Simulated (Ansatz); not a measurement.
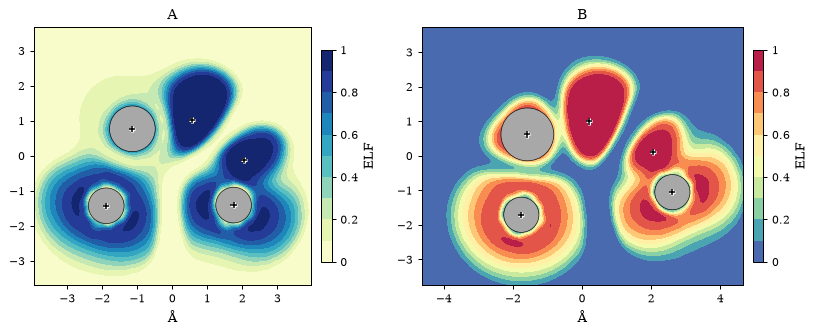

The electron localisation function of 2 systems, each on a plane through atoms (crosses mark nuclei in the plane; grey discs cover the cores).

All numbers below come from Ansatz 0.2.0, RKS BHLYP/def2-SVP.

System 1: Cl3HHf···HCl, the plane of atoms Cl3, Hf1 and H6. Core potentials replace the inner electrons of Hf.

| atom | x (Å) | y (Å) | z (Å) |
| --- | --- | --- | --- |
| Hf | -0.4843 | 0.0000 | -0.7720 |
| Cl | -0.1588 | 0.0000 | 3.7330 |
| Cl | 1.7855 | 0.0000 | -0.2357 |
| Cl | -1.2003 | 1.9539 | -1.8277 |
| Cl | -1.2003 | -1.9539 | -1.8277 |
| H | -1.3795 | 0.0000 | 0.8138 |
| H | -1.0936 | 0.0000 | 2.8571 |

System 2: Cl3HSn···HCl, the plane of atoms Cl3, Sn1 and H6. Core potentials replace the inner electrons of Sn; not at a stationary point (largest force 1.5 eV/Å).

```xyz
7

Sn   -0.5374    0.0000   -0.4782
Cl    0.0460    0.0000    3.0936
Cl    1.7539    0.0000   -0.1168
Cl   -1.0123    1.8898   -1.7549
Cl   -1.0123   -1.8898   -1.7549
H    -1.5595    0.0000    0.9094
H    -1.2336    0.0000    2.7504
```

Which map belongs to which system?

Answer. Panel A is system 2, Cl3HSn···HCl: the plane holds Sn, Cl and H. H6···H7 (1.87 Å): the ELF dips to about 0.10 between them. Panel B is system 1, Cl3HHf···HCl: the plane holds Hf, Cl and H. H6···H7 (2.06 Å): the ELF dips to about 0.05 between them.
